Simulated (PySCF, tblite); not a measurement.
# C5H7FO3: a rotation path, then NMR shifts on frames, part 2 of 2

tblite 0.8.0 and PySCF 2.14.0. Atoms count from 0. Earlier steps stand in the parts before.

### 5 NMR shieldings: image 5, PBE0/pcSseg-1

Job settings and geometry (Å):

```
{"job": {"kind": "nmr", "xc": "PBE0", "basis": "pcSseg-1", "pop": false}, "charge": 0, "multiplicity": 1}
C      1.985900    -0.631900     0.589400
O      1.520100    -0.421900    -0.726300
C      0.506900     0.559700    -0.903200
O      0.141400     1.252400     0.238800
C     -0.978300     0.637800     0.874400
C     -1.685900    -0.228100    -0.166200
F     -2.918900     0.280100    -0.492000
C     -0.749300    -0.181500    -1.386600
O     -0.955500    -0.644600    -2.463000
H      2.862200    -1.266500     0.478200
H      2.265300     0.309700     1.068700
H      1.246300    -1.152700     1.207900
H      0.874700     1.276200    -1.650100
H     -0.641600     0.043800     1.731300
H     -1.629500     1.440000     1.228200
H     -1.851400    -1.263500     0.154200
```

With the program's defaults for keys left out, this is: GIAO PBE0/pcSseg-1 NMR shielding, non-relativistic, gas phase.

Log:

```text
coarse grid: 14120 points
cycle   1  E = -519.2757471923  dE =  1.576e+00  |g| = 1.113e+00  |ddm| = 3.611e+00
cycle   2  E = -518.6579600950  dE =  6.178e-01  |g| = 2.152e+00  |ddm| = 2.448e+00
cycle   3  E = -519.4858673121  dE = -8.279e-01  |g| = 2.645e-01  |ddm| = 1.836e+00
cycle   4  E = -519.4966357507  dE = -1.077e-02  |g| = 1.212e-01  |ddm| = 2.679e-01
cycle   5  E = -519.4990554679  dE = -2.420e-03  |g| = 1.685e-02  |ddm| = 9.110e-02
cycle   6  E = -519.4991136524  dE = -5.818e-05  |g| = 5.656e-03  |ddm| = 1.614e-02
cycle   7  E = -519.4991195488  dE = -5.896e-06  |g| = 1.468e-03  |ddm| = 4.845e-03
final grid: 138872 points
cycle   8  E = -519.5925773866  dE = -1.663e-05  |g| = 1.793e-02  |ddm| = 3.039e-02
cycle   9  E = -519.5924491836  dE =  1.282e-04  |g| = 3.221e-02  |ddm| = 3.109e-02
cycle  10  E = -519.5926323583  dE = -1.832e-04  |g| = 3.872e-03  |ddm| = 2.199e-02
cycle  11  E = -519.5926350753  dE = -2.717e-06  |g| = 4.101e-04  |ddm| = 2.607e-03
cycle  12  E = -519.5926351025  dE = -2.712e-08  |g| = 1.693e-04  |ddm| = 4.797e-04
cycle  13  E = -519.5926351085  dE = -6.021e-09  |g| = 2.768e-05  |ddm| = 1.530e-04
cycle  14  E = -519.5926351086  dE = -1.382e-10  |g| = 1.383e-05  |ddm| = 3.494e-05
converged SCF energy = -519.5926351086

GIAO shielding tensors (ppm)
atom      isotropic    diamagn.    paramagn.     s11        s22        s33       span
  0 C      134.960     245.139    -110.179    103.603    119.341    181.935     78.332
  1 O      277.908     396.603    -118.695    200.941    254.941    377.840    176.899
  2 C       88.071     246.718    -158.647     63.715     98.551    101.947     38.232
  3 O      270.106     396.420    -126.314    240.099    254.541    315.678     75.578
  4 C      108.912     245.184    -136.272     80.095     95.693    150.947     70.853
  5 C       99.049     250.546    -151.497     64.849     96.128    136.169     71.320
  6 F      390.248     467.636     -77.388    343.424    403.409    423.910     80.486
  7 C      -23.871     251.374    -275.245   -102.190    -30.516     61.094    163.283
  8 O     -337.410     395.698    -733.108   -969.064   -426.755    383.590   1352.654
  9 H       27.980      27.984      -0.004     23.725     25.905     34.311     10.586
 10 H       27.624      29.433      -1.809     24.026     25.711     33.134      9.108
 11 H       28.788      30.809      -2.021     24.469     27.741     34.154      9.685
 12 H       26.634      29.079      -2.445     22.060     26.519     31.324      9.263
 13 H       27.013      30.005      -2.993     23.021     26.849     31.168      8.147
 14 H       26.899      27.917      -1.019     23.341     25.586     31.769      8.428
 15 H       26.726      29.655      -2.929     22.724     27.968     29.486      6.763
```

Wall time 71 s (1 thread of Intel Xeon at 2.50GHz, shared host); peak memory 0.86 GiB.

Key values: δ C7 210.8, C2 98.9, C5 87.9, C4 78.0, H12 5.08, H15 4.99 ppm.

### 6 Nuclear shieldings: image 6, PBE0/pcSseg-1

Job settings and geometry (Å):

```
{"job": {"kind": "nmr", "xc": "PBE0", "basis": "pcSseg-1", "pop": false}, "charge": 0, "multiplicity": 1}
C      1.889200    -0.693500     0.552000
O      1.667200    -0.189100    -0.748800
C      0.527500     0.622200    -0.928100
O      0.138400     1.349000     0.192200
C     -0.942700     0.715300     0.872300
C     -1.615600    -0.244600    -0.107700
F     -2.877400     0.178100    -0.444700
C     -0.691900    -0.224600    -1.336400
O     -0.889200    -0.751000    -2.386000
H      2.819800    -1.252100     0.484100
H      2.006300     0.124700     1.268600
H      1.090200    -1.366700     0.882000
H      0.799200     1.317400    -1.733400
H     -0.571200     0.189700     1.759100
H     -1.633300     1.501600     1.185500
H     -1.724000    -1.267500     0.273200
```

With the program's defaults for keys left out, this is: GIAO PBE0/pcSseg-1 NMR shielding, non-relativistic, gas phase.

Log:

```text
coarse grid: 14120 points
cycle   1  E = -519.2741965895  dE =  1.577e+00  |g| = 1.119e+00  |ddm| = 3.609e+00
cycle   2  E = -518.6379034219  dE =  6.363e-01  |g| = 2.178e+00  |ddm| = 2.485e+00
cycle   3  E = -519.4874162085  dE = -8.495e-01  |g| = 2.596e-01  |ddm| = 1.859e+00
cycle   4  E = -519.4976118969  dE = -1.020e-02  |g| = 1.246e-01  |ddm| = 2.693e-01
cycle   5  E = -519.5001744140  dE = -2.563e-03  |g| = 1.718e-02  |ddm| = 9.510e-02
cycle   6  E = -519.5002352482  dE = -6.083e-05  |g| = 5.685e-03  |ddm| = 1.635e-02
cycle   7  E = -519.5002413761  dE = -6.128e-06  |g| = 1.315e-03  |ddm| = 4.804e-03
final grid: 138872 points
cycle   8  E = -519.5940931876  dE = -1.933e-05  |g| = 1.814e-02  |ddm| = 3.288e-02
cycle   9  E = -519.5939627982  dE =  1.304e-04  |g| = 3.253e-02  |ddm| = 3.121e-02
cycle  10  E = -519.5941493360  dE = -1.865e-04  |g| = 3.936e-03  |ddm| = 2.214e-02
cycle  11  E = -519.5941521563  dE = -2.820e-06  |g| = 4.325e-04  |ddm| = 2.677e-03
cycle  12  E = -519.5941521870  dE = -3.070e-08  |g| = 1.685e-04  |ddm| = 5.029e-04
cycle  13  E = -519.5941521930  dE = -6.002e-09  |g| = 2.614e-05  |ddm| = 1.615e-04
cycle  14  E = -519.5941521931  dE = -1.494e-10  |g| = 7.206e-06  |ddm| = 3.331e-05
converged SCF energy = -519.5941521931

GIAO shielding tensors (ppm)
atom      isotropic    diamagn.    paramagn.     s11        s22        s33       span
  0 C      134.341     246.056    -111.716    105.946    117.211    179.865     73.919
  1 O      265.755     395.082    -129.327    217.154    222.743    357.369    140.215
  2 C       87.262     247.465    -160.204     61.797     97.863    102.125     40.328
  3 O      271.002     396.434    -125.432    233.896    254.562    324.549     90.654
  4 C      109.673     245.300    -135.627     81.957     96.185    150.879     68.922
  5 C       98.567     250.124    -151.556     63.834     95.605    136.262     72.428
  6 F      386.040     467.793     -81.754    341.524    395.397    421.198     79.674
  7 C      -29.030     251.598    -280.629   -103.472    -46.210     62.591    166.063
  8 O     -364.181     396.004    -760.186  -1037.302   -440.531    385.289   1422.591
  9 H       28.013      28.066      -0.053     23.788     25.975     34.277     10.489
 10 H       27.663      29.759      -2.096     24.136     26.126     32.727      8.591
 11 H       29.073      31.075      -2.002     25.267     27.834     34.119      8.853
 12 H       26.584      28.942      -2.358     22.288     26.323     31.141      8.853
 13 H       26.976      30.028      -3.051     23.361     26.657     30.911      7.550
 14 H       26.910      27.887      -0.977     23.400     25.590     31.740      8.341
 15 H       26.888      29.679      -2.790     22.712     28.376     29.577      6.866
```

It took 62 s on 1 thread of Intel Xeon at 2.50GHz, shared host; peak memory 0.84 GiB.

In short: δ C7 216.0, C2 99.7, C5 88.4, C4 77.3, H12 5.13, H15 4.83 ppm.

### 7 NMR shieldings: image 8, PBE0/pcSseg-1

Job settings and geometry (Å):

```
{"job": {"kind": "nmr", "xc": "PBE0", "basis": "pcSseg-1", "pop": false}, "charge": 0, "multiplicity": 1}
C      1.884700    -0.824200     0.378500
O      1.787400     0.096900    -0.691700
C      0.539600     0.693600    -0.863300
O      0.116400     1.451300     0.237200
C     -1.011200     0.880000     0.888800
C     -1.591700    -0.204300    -0.014900
F     -2.820700     0.156700    -0.512700
C     -0.573200    -0.324800    -1.159000
O     -0.632000    -1.071200    -2.086100
H      2.918700    -1.160300     0.378500
H      1.659700    -0.343700     1.334900
H      1.221800    -1.684200     0.229900
H      0.675400     1.360900    -1.726400
H     -0.707700     0.473700     1.860400
H     -1.741700     1.678700     1.045900
H     -1.733200    -1.170200     0.483900
```

With the program's defaults for keys left out, this is: GIAO PBE0/pcSseg-1 NMR shielding, non-relativistic, gas phase.

Log:

```text
coarse grid: 14120 points
cycle   1  E = -519.2753507901  dE =  1.583e+00  |g| = 1.125e+00  |ddm| = 3.597e+00
cycle   2  E = -518.6244211555  dE =  6.509e-01  |g| = 2.200e+00  |ddm| = 2.485e+00
cycle   3  E = -519.4916646589  dE = -8.672e-01  |g| = 2.548e-01  |ddm| = 1.850e+00
cycle   4  E = -519.5013258808  dE = -9.661e-03  |g| = 1.275e-01  |ddm| = 2.724e-01
cycle   5  E = -519.5040160827  dE = -2.690e-03  |g| = 1.755e-02  |ddm| = 9.775e-02
cycle   6  E = -519.5040795025  dE = -6.342e-05  |g| = 5.839e-03  |ddm| = 1.647e-02
cycle   7  E = -519.5040859335  dE = -6.431e-06  |g| = 1.361e-03  |ddm| = 4.741e-03
final grid: 138872 points
cycle   8  E = -519.5964799777  dE = -1.913e-05  |g| = 1.773e-02  |ddm| = 2.840e-02
cycle   9  E = -519.5963534603  dE =  1.265e-04  |g| = 3.197e-02  |ddm| = 3.055e-02
cycle  10  E = -519.5965335556  dE = -1.801e-04  |g| = 3.780e-03  |ddm| = 2.152e-02
cycle  11  E = -519.5965361391  dE = -2.584e-06  |g| = 4.239e-04  |ddm| = 2.610e-03
cycle  12  E = -519.5965361690  dE = -2.991e-08  |g| = 1.654e-04  |ddm| = 5.137e-04
cycle  13  E = -519.5965361749  dE = -5.839e-09  |g| = 2.777e-05  |ddm| = 1.557e-04
cycle  14  E = -519.5965361750  dE = -1.514e-10  |g| = 1.297e-05  |ddm| = 3.549e-05
converged SCF energy = -519.5965361750

GIAO shielding tensors (ppm)
atom      isotropic    diamagn.    paramagn.     s11        s22        s33       span
  0 C      133.802     247.528    -113.726    104.984    114.041    182.381     77.398
  1 O      258.811     393.580    -134.768    192.146    260.089    324.200    132.054
  2 C       85.430     247.682    -162.252     56.886     98.746    100.658     43.773
  3 O      271.315     396.882    -125.567    205.323    263.096    345.526    140.203
  4 C      109.814     244.517    -134.704     84.250     94.532    150.659     66.409
  5 C       97.838     250.119    -152.281     63.595     98.000    131.919     68.324
  6 F      379.570     468.404     -88.834    335.155    389.445    414.109     78.954
  7 C      -34.059     252.228    -286.287   -105.570    -60.636     64.029    169.599
  8 O     -393.060     397.303    -790.363  -1110.993   -454.655    386.468   1497.462
  9 H       28.063      28.236      -0.173     23.920     25.839     34.429     10.509
 10 H       28.155      30.500      -2.345     24.452     27.224     32.789      8.337
 11 H       28.945      30.833      -1.888     25.368     27.544     33.922      8.554
 12 H       26.381      28.684      -2.303     21.734     26.692     30.716      8.981
 13 H       26.882      29.498      -2.615     23.144     26.312     31.192      8.048
 14 H       26.866      27.664      -0.798     23.372     25.464     31.760      8.388
 15 H       27.001      29.946      -2.946     23.120     28.158     29.724      6.604
```

Run time: 65 s. Hardware: 1 thread of Intel Xeon at 2.50GHz, shared host; peak memory 0.86 GiB.

In short: δ C7 221.0, C2 101.5, C5 89.1, C4 77.1, H12 5.34, H14 4.85 ppm.

### 8 Comparing the runs: NMR shifts

Shifts (ppm) of some atoms, chosen among heavy atoms and hydrogens apart, with basis size and wall time:

```tsv
frame	C7	H11	H10	O8	O3	O1	F6	functions	time
image 0	210.4	3.87	3.25	681.9	72.5	61.4	-219.9	188	94 s
image 2	208.4	3.59	3.17	668.7	71.9	51.2	-221.6	188	70 s
image 5	210.8	2.93	4.09	673.5	66.0	58.2	-219.3	188	71 s
image 6	216.0	2.64	4.05	700.3	65.1	70.3	-215.1	188	62 s
image 8	221.0	2.77	3.56	729.1	64.8	77.3	-208.6	188	65 s
```

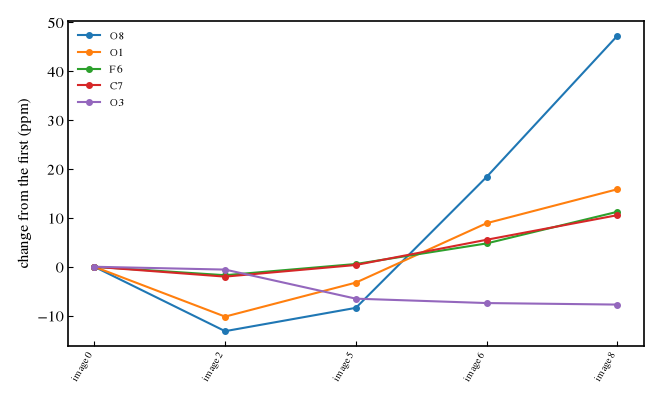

How five of the tabulated atoms move from run to run.

### 9 Summary of results

This closing draws on all 2 parts.

```
                                                                  quantity                                         value
                                                                   barrier            0.202 eV (4.7 kcal/mol) at image 5
                                                     end to end (GFN2-xTB)                                      0.108 eV
                           13C shifts against TMS (PBE0/pcSseg-1, image 0)            210.4, 103.8, 88.8, 74.3, 58.1 ppm
                            1H shifts against TMS (PBE0/pcSseg-1, image 0)  4.88, 4.69, 4.65, 4.62, 3.87, 3.78, 3.25 ppm
                           17O shifts against H2O (PBE0/pcSseg-1, image 0)                         681.9, 72.5, 61.4 ppm
                         19F shifts against CFCl3 (PBE0/pcSseg-1, image 0)                                    -219.9 ppm
potential on the surface of density 0.002 e/bohr³, 1st and 99th percentile                            -1.36 V and 1.26 V
                                                  range of the shift of O8                            668.7 to 729.1 ppm
```

What this shows: Along the band the dihedral turns by 126°, and the top (dihedral 245°) lies 4.7 kcal/mol above the start (GFN2-xTB, rough), so at room temperature this motion is fast. The top was not checked by a frequency run. Shifts at one fixed geometry are not the observed spectrum, which averages over the motion. In the first frame run (image 0): The widest tensor belongs to O8: span 1372 ppm, with a paramagnetic part of -742 ppm. By nearest atom (PBE0/pcSseg-1), the HOMO sits on O8 43 %; C2, C5 about 11 % each and the LUMO on C7 42 %; O8 30 %. In ppm, O8 moves most: its shift spreads over 60.4 ppm, from 668.7 (image 2) to 729.1 (image 8).
